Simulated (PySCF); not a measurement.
# C$_{4}$H$_{16}$N$_{2}$Si$_{2}$: what the fields show

```xyz
24

C    -1.7072    1.3134   -0.9815
C    -1.5389    0.0157   -0.1979
C    -2.4267    0.0567    1.0523
C    -1.9446   -1.1753   -1.0774
N    -0.1599   -0.1273    0.2304
Si    1.2580    0.3642   -0.6019
Si    3.0052   -0.5881    0.5295
N     4.3815    0.3611    0.1063
H    -2.7523    1.4601   -1.2428
H    -1.1197    1.2839   -1.8941
H    -1.3728    2.1551   -0.3823
H    -2.1225    0.8812    1.6927
H    -3.4701    0.1914    0.7783
H    -2.3351   -0.8703    1.6159
H    -2.9772   -1.0783   -1.4036
H    -1.3010   -1.2225   -1.9523
H    -1.8415   -2.1065   -0.5233
H    -0.0724   -0.9056    0.8671
H     1.2628    1.8369   -0.6465
H     1.2449   -0.0251   -2.0362
H     3.1869   -2.0294    0.2359
H     2.9944   -0.5218    1.9967
H     4.5293    0.6025   -0.8597
H     5.2672    0.1477    0.5355
```

Geometry: GFN2-xTB.

These are results of PBE0/pcSseg-1, SCF density, gas phase, non-relativistic in PySCF 2.14.0, not measurements.

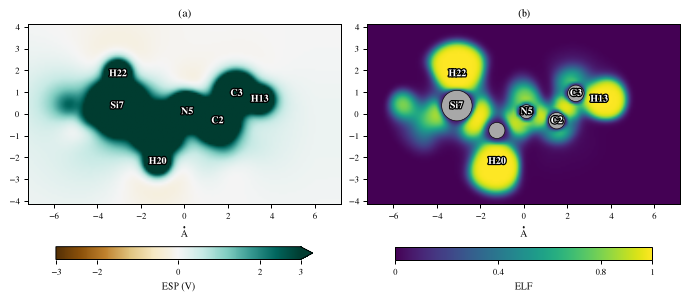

Figure 1. (a) electrostatic potential; (b) ELF on the plane of atoms C3, C2 and N5. Grey discs cover the atomic cores in the ELF map.

> What do the fields say about this system?

- The section cuts through C, N, Si and H sites.
- C–N (1.45 Å): the ELF peaks at about 0.90 between the atoms, as expected for a covalent bond.
- C–C (1.53 Å): the ELF peaks at about 0.95 between the atoms; localised, covalent bonding.
- C–H (1.09 Å): the ELF climbs to about 1 towards the hydrogen, as it does in any bond to H: a covalent bond by its length.
- Si–H (1.47 Å): the ELF climbs to about 1 towards the hydrogen.
- The potential has no marked negative region in this plane.

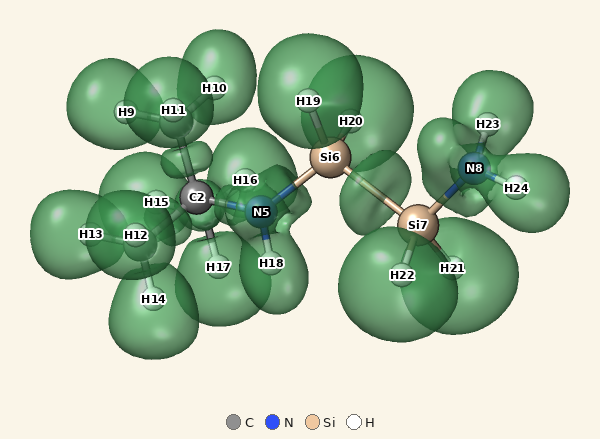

Figure 2. Isosurface of the electron localisation function at 0.75 (green), seen at a tilt. Only the valence region is drawn (cores and ρ < 0.01 e/Å³ removed).

> Where are the electrons localised?

The surface consists of three regions between bonded C–C atoms (shared pairs), one region between bonded Si–Si atoms (shared pairs), 13 regions around hydrogen nuclei and two joined regions spread over several atoms (H, N), in which their bonds and any lone pairs are merged.

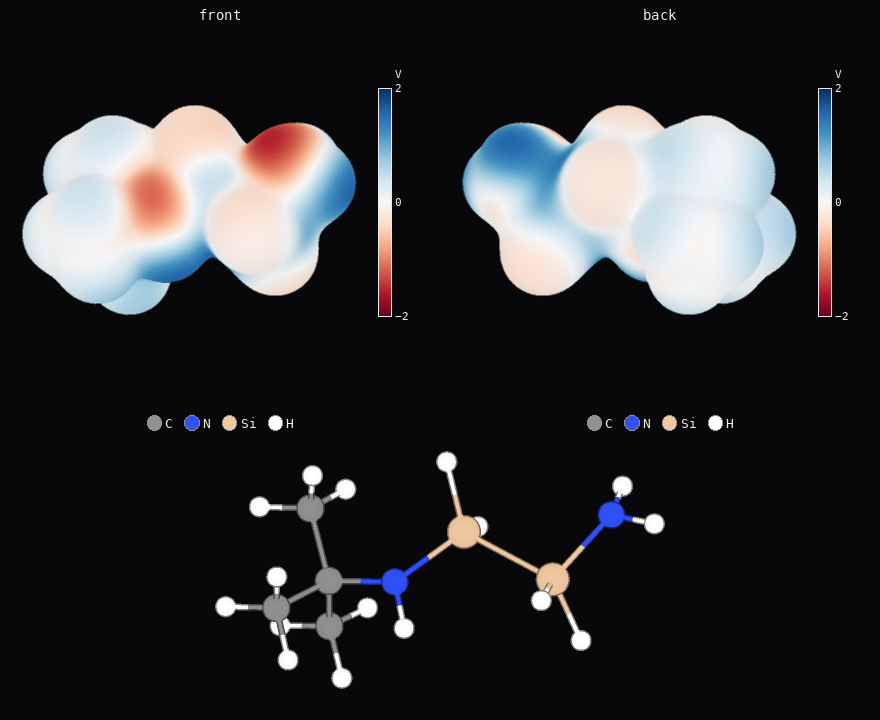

Figure 3. The molecular electrostatic potential painted on the density surface at 0.002 e/bohr³, seen from the front and from behind; red is negative and blue positive. The bare structure is drawn below in the same view.

> Which sites attract a positive test charge, and which a negative one?

A positive charge is drawn to the negative regions and a negative charge to the positive ones. The most negative region (about −1.5 V) lies over N8, the most positive (about +1.5 V) over Si7, H18, H23 and H24. N8 is the likeliest acceptor of a hydrogen bond.

> What dipole moment does the calculation give?

Its dipole moment is 0.78 D.
